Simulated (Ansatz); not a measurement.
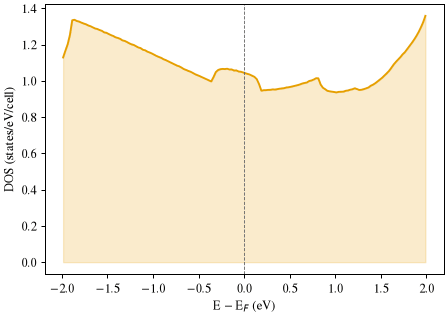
Fig. 1. Density of states of AuIn₂ (Fm-3m) near the Fermi level, PBEsol, rigid bands (Ansatz, a first-principles code).

Q: With 3 atoms a cell, what bare Sommerfeld coefficient γ = (π²/3) k_B² N(E_F) follows?

A: N(E_F) ≈ 1.04 states/eV a cell at 300 K, so γ ≈ 0.82 mJ/(mol of atoms·K²), before electron-phonon enhancement.

Q: How far does the Fermi level move in a rigid band for 0.1 electron a cell added or removed?

A: 97 meV and -95 meV.

A metal at this level (no band gap); rigid bands, thermally averaged at 300 K, both spins. Spin-orbit coupling is left out, which matters with elements this heavy. Geometry: cell and atoms relaxed with PBEsol.

Formula and space group known from diffraction (Crystallography Open Database), not checked to be the room-temperature form: AuIn2 (Fm-3m).
